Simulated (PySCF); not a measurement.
```xyz
2

P     0.0000    0.0000   -0.9415
P     0.0000    0.0000    0.9415
```

These are results of PySCF, PBE0/def2-TZVPPD, non-relativistic Hamiltonian with scalar-relativistic core potentials where named, at a bond length of 1.883 Å, not measurements.

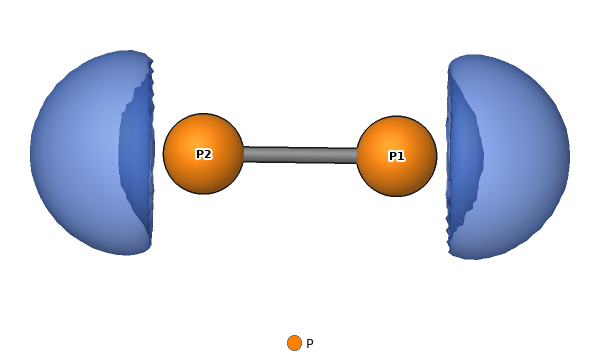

P2. Isosurface of the electron localisation function at 0.9 (blue), seen from one side. Core shells and regions of very low density are left out.

Identify the bonds, lone pairs and shells in this picture.

The surface consists of two lobes on P, pointing away from the bonds (lone pairs).

Values along the shortest contacts:
P–P (1.88 Å): the ELF peaks at about 0.85 between the atoms: a covalent bond.
